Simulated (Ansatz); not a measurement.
**BrClF₂Si: small, medium and large basis sets**

How large a basis does BrClF₂Si need? Two functionals are run in growing sets.

Program: Ansatz 0.2.0, Gaussian basis. Level of theory: one geometry, several basis sets. These are calculated values, not measurements.

The runs, in order: PBE0-D4/def2-SVP; ωB97M-V/def2-SVP; PBE0-D4/def2-QZVPP; ωB97M-V/def2-QZVPP; the functionals' def2-TZVPP values are taken from earlier runs.

**1. The relaxed structure**

The geometry comes from an earlier relaxation with PBE0-D4 in a triple-zeta def2 set; it is a stationary point.

SMILES `F[Si](F)(Cl)Br`, 5 atoms, charge 0, spin multiplicity 1.

Atoms are counted from 1 here; the program's logs count them from 0.

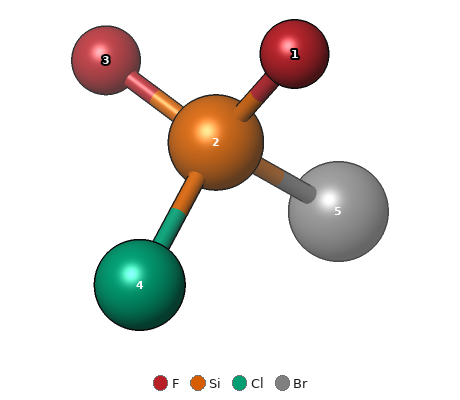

The structure; fluorine red, silicon orange, chlorine teal, bromine grey; atoms are numbered from 1 in the order of the file.

**2. PBE0-D4 in def2-SVP**

Contents of in.yaml:

```yaml
crystal:
  periodic: [false, false, false]
  atoms:
    - {symbol: F, position_ang: [1.306498, -0.989616, 0.151684]}
    - {symbol: Si, position_ang: [0.026241, -0.082368, 0.061328]}
    - {symbol: F, position_ang: [-0.678776, -0.115039, 1.465680]}
    - {symbol: Cl, position_ang: [-1.221416, -0.841401, -1.318513]}
    - {symbol: Br, position_ang: [0.617353, 1.954924, -0.401580]}
basis:
  gaussian: {orbitals: def2-SVP}
hamiltonian: {xc: pbe0, dispersion: d4}
output: {orbitals: {seedname: orbitals}}
```

Command:

```console
> ansatz run in.yaml --threads 4 --pin off --events-out ev --progress --plain --max-ram 10444MiB
```

Further steps of the session: ωB97M-V in def2-SVP; PBE0-D4 in def2-QZVPP; ωB97M-V in def2-QZVPP.

Before running them: what should the planned runs give, taken together? Wanted: PBE0-D4: double and triple zeta above quadruple; ωB97M-V: double and triple zeta above quadruple.

The runs gave:

```
                                       quantity           value
PBE0-D4: double and triple zeta above quadruple  25.31, 2.38 eV
ωB97M-V: double and triple zeta above quadruple  25.18, 2.27 eV
```

What this shows: PBE0-D4 gains 22.92 eV from double to triple zeta, then 2.38 eV more. These are total energies; as a rule much of such shifts cancels in differences, which this series doesn't test. The LUMO of ωB97M-V is positive and keeps falling with the basis (2.11 to 1.34 eV): an unbound level that the basis holds in place.
